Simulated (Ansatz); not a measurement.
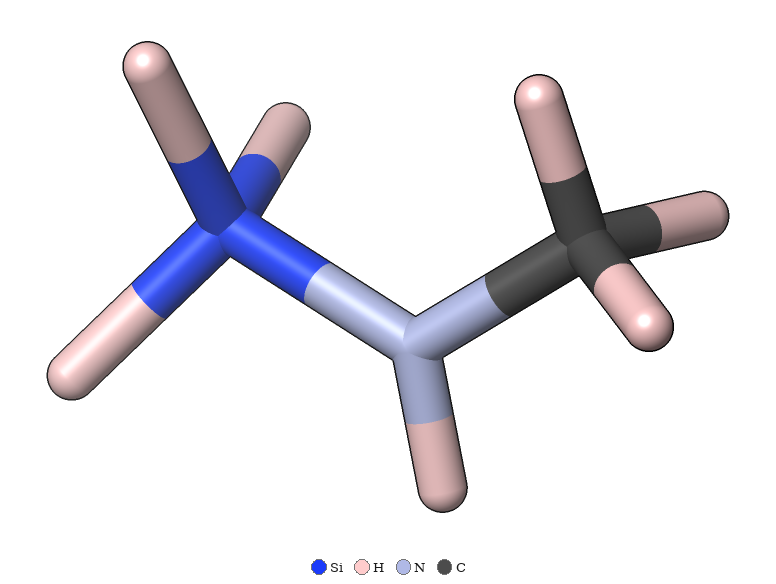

A stick model of a molecule. Every bond is drawn as one stick, whatever its order.

Computed geometry: PBE0-D4/def2-TZVP optimisation.

Which formula does it have?

CH7NSi, 10 atoms: 1 carbon, 7 hydrogen, 1 nitrogen and 1 silicon.

How many sets of symmetry-equivalent atoms are there?

10: 1 Si, 1 H, 1 N, 1 C, 1 H, 1 H, 1 H, 1 H, 1 H, 1 H.

What is the point group of this geometry?

C1.

The parts below concern this one geometry. Atoms keep their numbers from picture to picture.

Shape

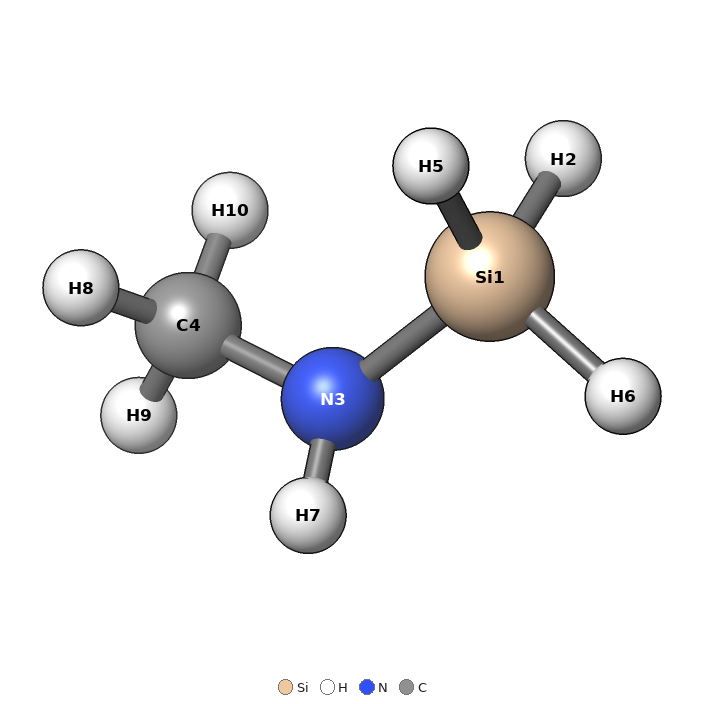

Give these bond angles: H2–Si1–N3, N3–Si1–H5, N3–Si1–H6, Si1–N3–C4, Si1–N3–H7, C4–N3–H7, N3–C4–H8, N3–C4–H9, N3–C4–H10.

```
    angle  degrees
H2–Si1–N3    108.6
N3–Si1–H5    115.3
N3–Si1–H6    107.4
Si1–N3–C4    123.1
Si1–N3–H7    117.6
 C4–N3–H7    113.6
 N3–C4–H8    113.8
 N3–C4–H9    110.9
N3–C4–H10    109.5
```

Dipole moment

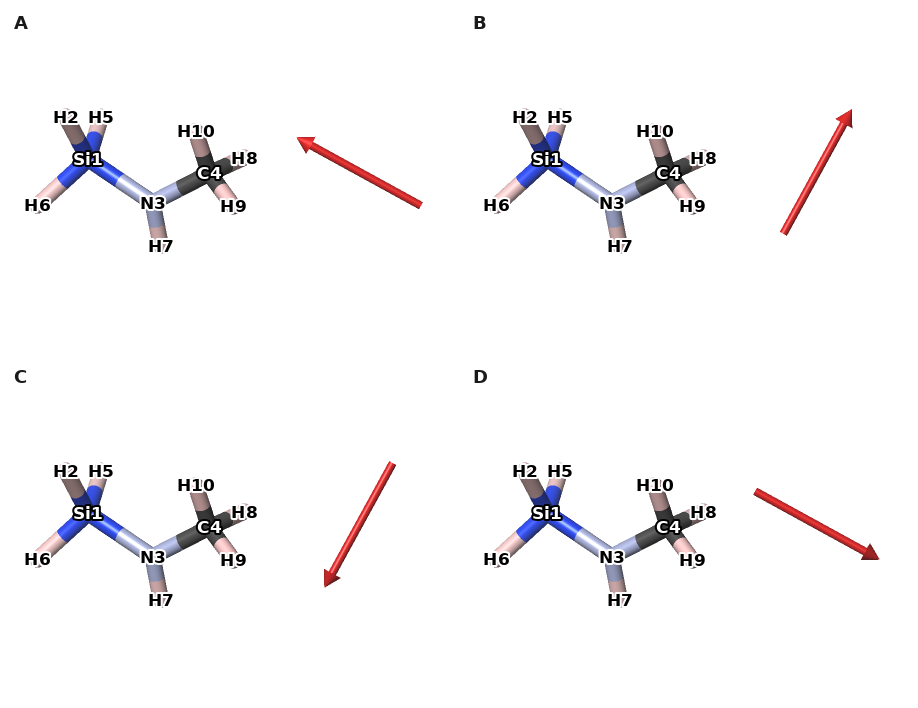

The same molecule four times, each with an arrow. Level of theory: RKS PBE0-D4/def2-TZVP (Ansatz 0.2.0).

Which arrow points along the dipole moment, from the negative to the positive end?

D. The dipole moment is 1.28 D; it points from the side of H2 to the side of H9 (the outermost atoms at the two ends).

Charges

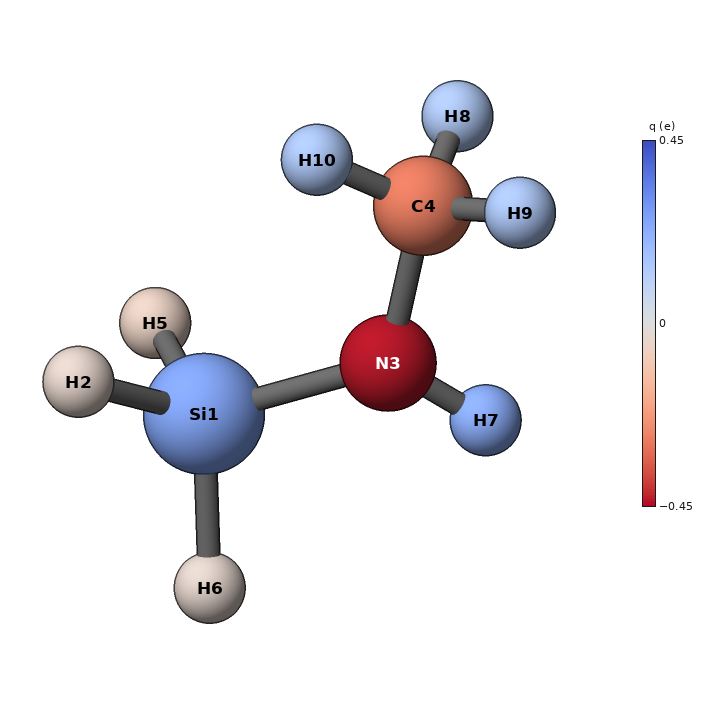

Atoms are coloured by their Mulliken charges. Properties computed with RKS PBE0-D4/def2-TZVP (Ansatz 0.2.0).

List the Mulliken charges.

```json
{"atom": "Si1", "value (e)": "0.24"}
{"atom": "H2", "value (e)": "−0.04"}
{"atom": "N3", "value (e)": "−0.43"}
{"atom": "C4", "value (e)": "−0.28"}
{"atom": "H5", "value (e)": "−0.05"}
{"atom": "H6", "value (e)": "−0.03"}
{"atom": "H7", "value (e)": "0.22"}
{"atom": "H8", "value (e)": "0.12"}
{"atom": "H9", "value (e)": "0.13"}
{"atom": "H10", "value (e)": "0.13"}
```

Vibrations

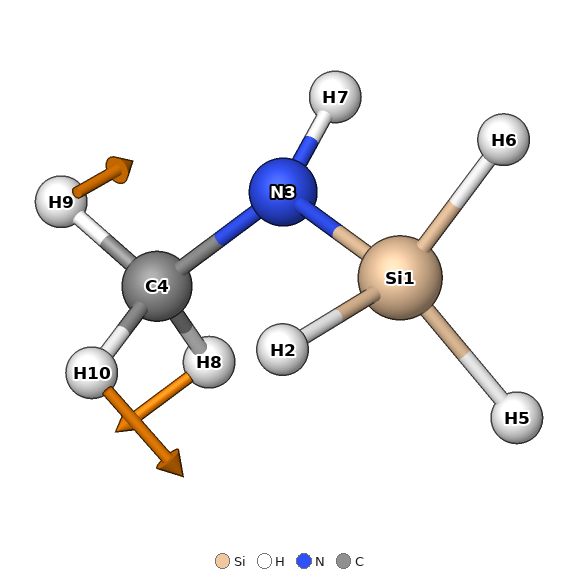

The arrows show one normal mode. Harmonic vibrations computed with RKS PBE0-D4/def2-TZVP (Ansatz 0.2.0) at a stationary point of the same level.

Describe the motion.

Mostly H–C–H bending.

Estimate its harmonic wavenumber.

1486 cm⁻¹; it is mode 16 of 24 counted from the lowest.

Mulliken values depend strongly on the basis set and can even reverse the polarity of a bond.
